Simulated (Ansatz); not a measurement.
**C₃H₄ClFSi (SMILES C#CC[SiH](F)Cl): density, localisation and related maps**

```yaml
atoms:
  - { symbol: C, position_ang: [-2.0151, -0.8678, 1.0752] }
  - { symbol: C, position_ang: [-1.0854, -0.7372, 0.3764] }
  - { symbol: C, position_ang: [0.0845, -0.6388, -0.4878] }
  - { symbol: Si, position_ang: [1.2327, 0.8891, -0.2045] }
  - { symbol: F, position_ang: [2.4815, 0.7530, -1.1235] }
  - { symbol: Cl, position_ang: [0.1335, 2.5814, -0.7578] }
  - { symbol: H, position_ang: [-2.9112, -0.8997, 1.6725] }
  - { symbol: H, position_ang: [-0.1484, -0.6638, -1.5329] }
  - { symbol: H, position_ang: [0.7445, -1.5085, -0.2587] }
  - { symbol: H, position_ang: [1.5666, 1.0411, 1.2441] }
```

Theory: SCF B3LYP, Gaussian basis (Ansatz).

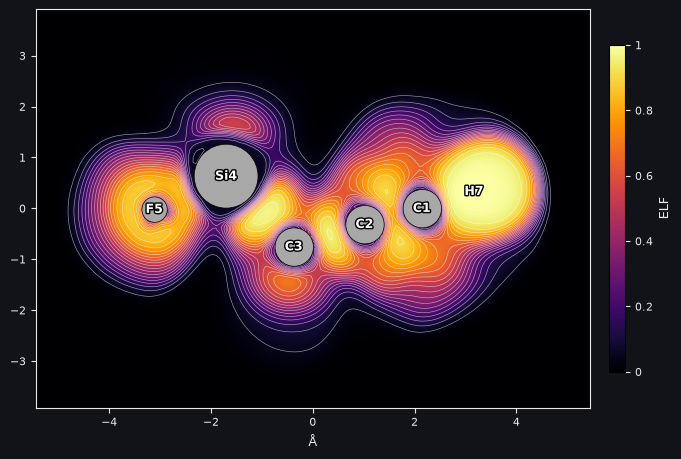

Figure 1. ELF on the plane of atoms C2, C3 and Si4. Grey discs cover the atomic cores.

> What does the map show?

The plane passes through C, Si, F and H nuclei.
C–C (1.17 Å): the ELF peaks at about 0.80 between the atoms; a short, multiple covalent bond.
Si–F (1.56 Å): the ELF peaks at about 0.85 in the valence shell of F, 0.5 Å from its nucleus, and is about 0.35 at the midpoint.
C–Si (1.93 Å): the ELF peaks at about 0.95 between the atoms; localised, covalent bonding.
C–H (1.08 Å): the ELF climbs to about 1 towards the hydrogen, as it does in any bond to H (an ordinary covalent bond to hydrogen).
The ELF also peaks beside F5, away from the bonds: lone-pair regions.

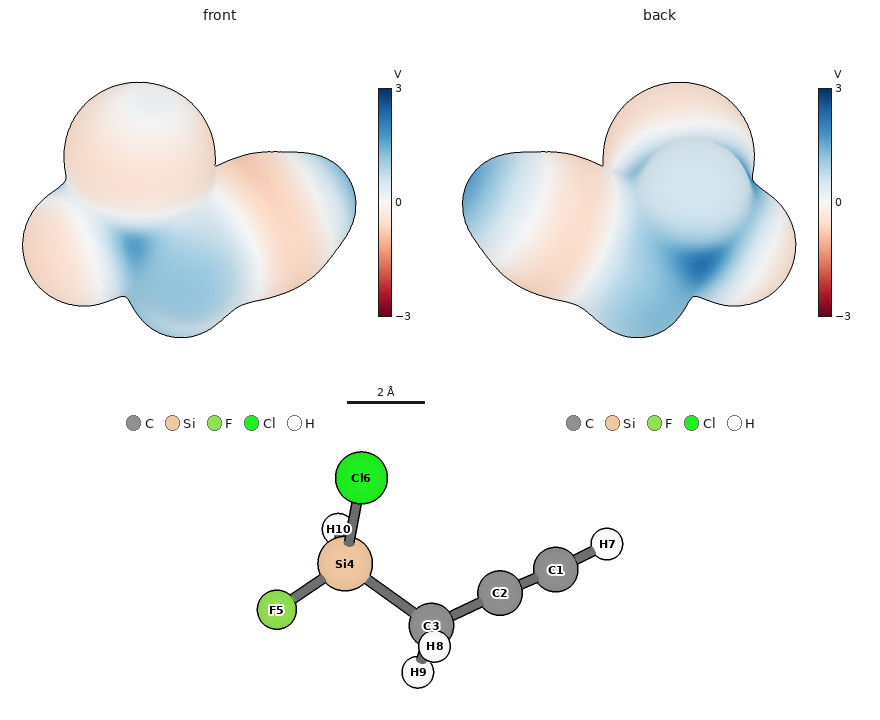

Figure 2. The electrostatic potential painted on the density surface at 0.002 e/bohr³, seen from the front and from behind; red is negative and blue positive. The bare structure is drawn below in the same view.

> Which sites attract a positive test charge, and which a negative one?

A positive charge is drawn to the negative regions and a negative charge to the positive ones. The most negative region (about −0.7 V) lies over C1 and C2, the most positive (about +2.0 V) over Si4.

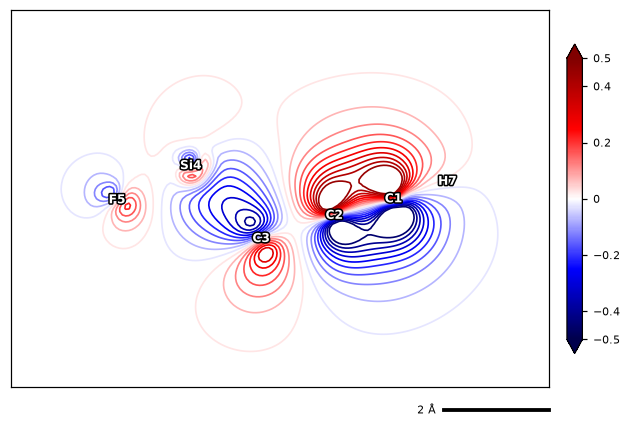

Figure 3. The HOMO on the plane of atoms C2, C3 and Si4 (values in Å⁻³ᐟ²; the overall sign is arbitrary).

> Where does this orbital lie, and at what energy?

By Hirshfeld shares it lies mainly on C1 (about 40 %), C2 (about 30 %), C3 (about 10 %) and Si4 (about 5 %); π-bonding across C1–C2. Its energy is −7.67 eV.
